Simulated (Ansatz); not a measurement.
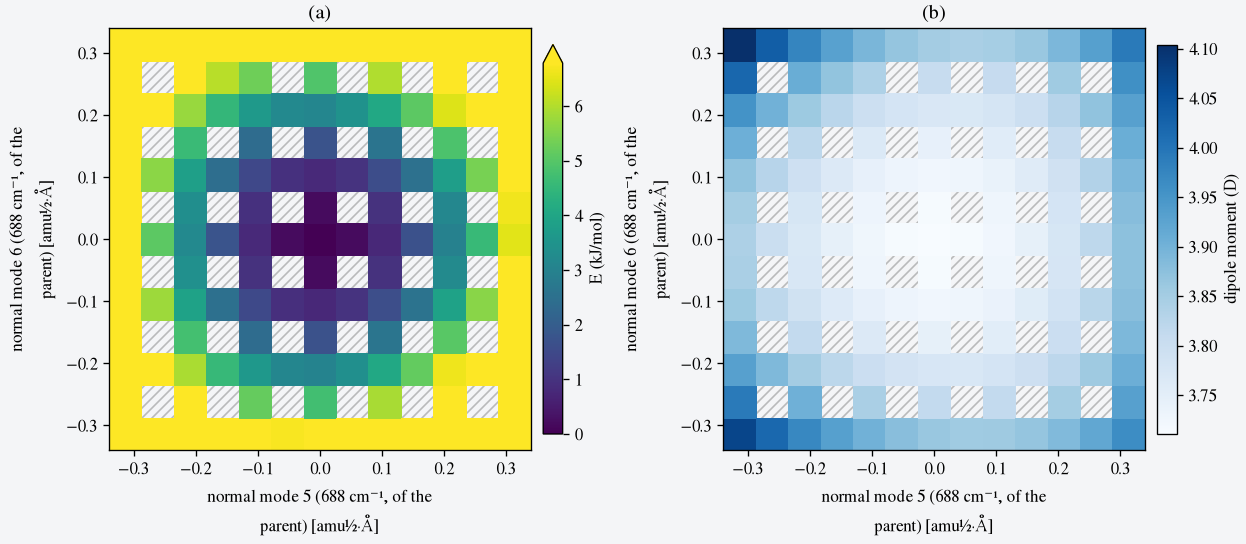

H₆NSn, spin multiplicity 2. The first coordinate is: normal mode 5 (688 cm⁻¹, of the parent); the second: normal mode 6 (688 cm⁻¹, of the parent). Nothing is relaxed (straight displacements along the two mass-weighted modes). The grid has 13 × 13 points. At 35 points there is no value. Points are written as (first, second). Energies are in kJ/mol, from the lowest grid point. Near the degeneracy a single determinant is a rough description. These are results of Ansatz 0.2.0, UKS PBE0-D4/def2-TZVP, not measurements.

Panel (a) is the energy; panel (b) is the computed dipole moment, in D.

Drawn: one coloured cell a grid point, one colour for all values above the top of the scale, hatched blanks where no value was computed.

> How does the dipole moment vary over the map, and what is it at the lowest grid point?

Leaving out the highest fifth of the energies, it runs from 3.71 D at (0.000 amu½·Å, 0.000 amu½·Å) to 3.93 D at (−0.157 amu½·Å, −0.314 amu½·Å). At the lowest grid point, (0.000 amu½·Å, 0.000 amu½·Å), it is 3.71 D.

```tsv
second ↓, first →	−0.314	−0.261	−0.209	−0.157	−0.104	−0.052	0.000	0.052	0.104	0.157	0.209	0.261	0.314
0.314	4.10	4.03	3.98	3.93	3.89	3.87	3.85	3.84	3.85	3.86	3.89	3.93	3.99
0.261	4.02	–	3.91	3.87	3.84	–	3.81	–	3.81	–	3.86	–	3.96
0.209	3.95	3.90	3.86	3.82	3.80	3.78	3.77	3.77	3.78	3.80	3.83	3.87	3.93
0.157	3.91	–	3.82	–	3.77	–	3.74	–	3.76	–	3.81	–	3.91
0.104	3.87	3.83	3.79	3.76	3.74	3.73	3.73	3.73	3.74	3.76	3.79	3.83	3.89
0.052	3.85	–	3.78	–	3.73	–	3.71	–	3.73	–	3.78	–	3.88
0.000	3.84	3.80	3.77	3.74	3.73	3.71	3.71	3.71	3.73	3.75	3.78	3.82	3.87
−0.052	3.84	–	3.77	–	3.73	–	3.71	–	3.73	–	3.78	–	3.87
−0.104	3.86	3.82	3.79	3.76	3.74	3.73	3.73	3.73	3.74	3.76	3.79	3.83	3.88
−0.157	3.89	–	3.81	–	3.77	–	3.75	–	3.76	–	3.80	–	3.89
−0.209	3.93	3.89	3.85	3.82	3.80	3.78	3.77	3.77	3.78	3.80	3.82	3.86	3.91
−0.261	3.99	–	3.90	–	3.84	–	3.81	–	3.81	–	3.85	–	3.93
−0.314	4.07	4.02	3.97	3.93	3.90	3.88	3.86	3.86	3.86	3.87	3.89	3.92	3.96
```
